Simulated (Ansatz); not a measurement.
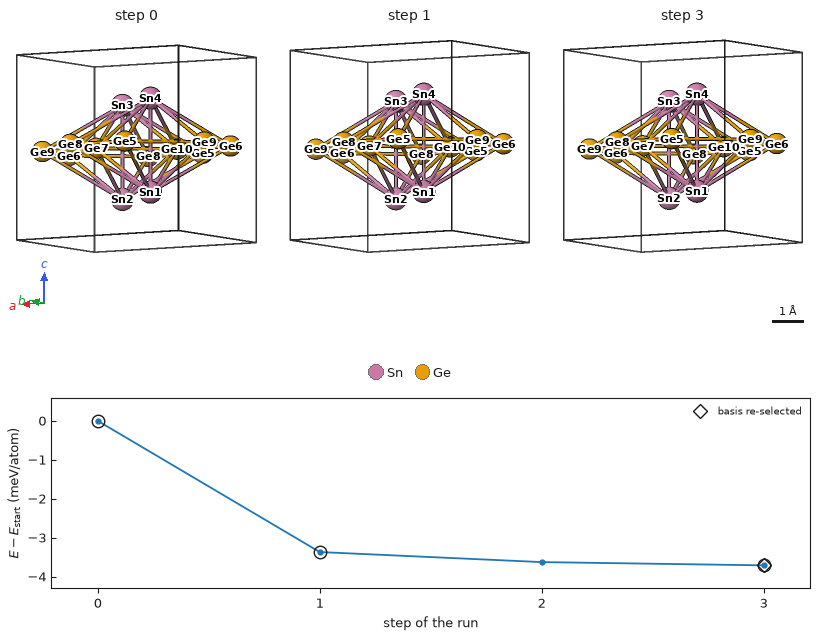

Frames of a relaxation of crystalline Sn₂Ge₃ (a generated structure, set up in P6/mmm), marked on the history of the run. Style: ball-and-stick. Shown: the cell of the calculation, from a free direction.

Level of theory: DFT PBE, scalar-relativistic, plane waves, PAW (Ansatz). Set-up: plane-wave cutoff 420 eV; k-point mesh 6 × 6 × 6; occupations gaussian; smearing width 0.1 eV; no spin polarisation; cell and atoms relaxed; force threshold 0.01 eV/Å; at most 80 steps.

### Describe the path.

Over 2 accepted moves (3 points after the start) the energy falls by 3.7 meV per atom. The largest force component goes from 0.13 to 0.0035 eV/Å. The pressure goes from 0.46 to −0.01 GPa. The SCF was repeated once at an unchanged geometry on a basis and grid sized afresh for the cell, which shifted the energy by 0.1 meV per atom at most. The largest moves relative to the cell, 0.008 Å, are those of Sn1, Sn2, Sn3 and Sn4. Sn2 goes along −c. By element the largest moves are Sn 0.008 Å, Ge 0.007 Å. The volume changes by +1.7 %, with a = b 8.055 → 8.015 Å (−0.5 %), c 6.112 → 6.277 Å (+2.7 %). Near-neighbour distances that change, for instance: Sn1–Sn4 3.102 → 3.202 Å, Sn1–Sn4 (another image) 3.010 → 3.076 Å, Ge5–Ge10 2.667 → 2.647 Å, Sn1–Ge10 3.109 → 3.125 Å. The space group stays P6/mmm (No. 191). Cost: 4 min on 1 thread of Arm Neoverse V1 (shared host), peak memory 0.9 GiB. From step 0 to 1: Sn atoms move most (0.02 Å), volume +2.0 %, energy −3.4 meV per atom. From step 1 to 3: volume −0.3 %, energy −0.3 meV per atom.

| step | E − E(0), meV/atom | largest force component, eV/Å | pressure, GPa | volume, Å³/atom | note |
| --- | --- | --- | --- | --- | --- |
| 0 | 0.00 | 0.1341 | 0.46 | 34.345 |  |
| 1 | -3.37 | 0.0695 | -0.18 | 35.018 |  |
| 2 | -3.63 | 0.0035 | -0.01 | 34.924 |  |
| 3 | -3.71 | 0.0035 | -0.01 | 34.924 | same geometry, new basis |
